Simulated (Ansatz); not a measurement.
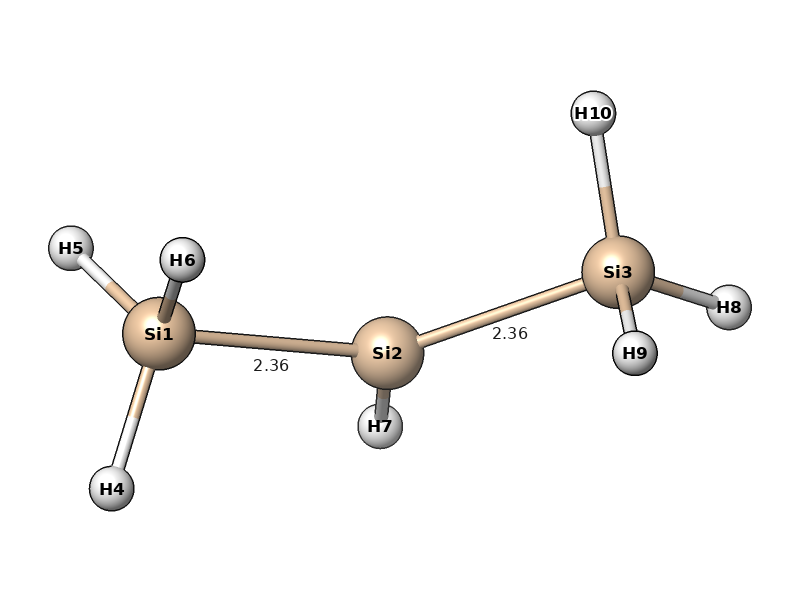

Bond lengths are marked in Å; every bond is drawn as one stick. The species has charge +1 and is a spin singlet. The geometry was computed by an optimisation with PBE0-D4/def2-TZVP. No frequency run is at hand to confirm it as a minimum.

Assign a bond order to each marked bond.

Answer. Si1–Si2 single; Si2–Si3 single. This is one Lewis structure.

Give the structure as SMILES.

Answer. [SiH3][SiH+][SiH3]
